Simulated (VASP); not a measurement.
Band structure of BaSi₃Pt (space group I4mm). Calculation: PBEsol GGA, VASP's PBE PAW potentials (set 64) (plane waves; VASP).

Unless said otherwise, spin-orbit coupling is left out, though it shifts the bands of the heavy elements here.

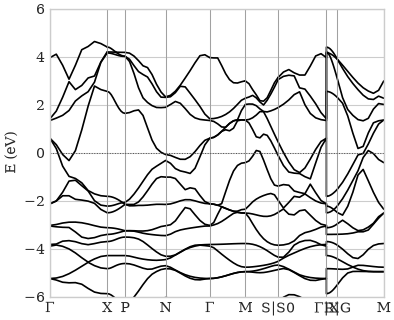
Figure. Bands along high-symmetry lines, zero at the valence-band maximum or, without a gap, the Fermi level

**Question.** Read the plot: is there a gap, and where are the band edges?

**Answer.** It has no gap at this level: it comes out as a metal or semimetal. (Edges off the drawn lines would not show.)

The structure comes from a computed database's BaSi3Pt entry (I4mm); how it stands against other phases isn't given here. It was relaxed first.
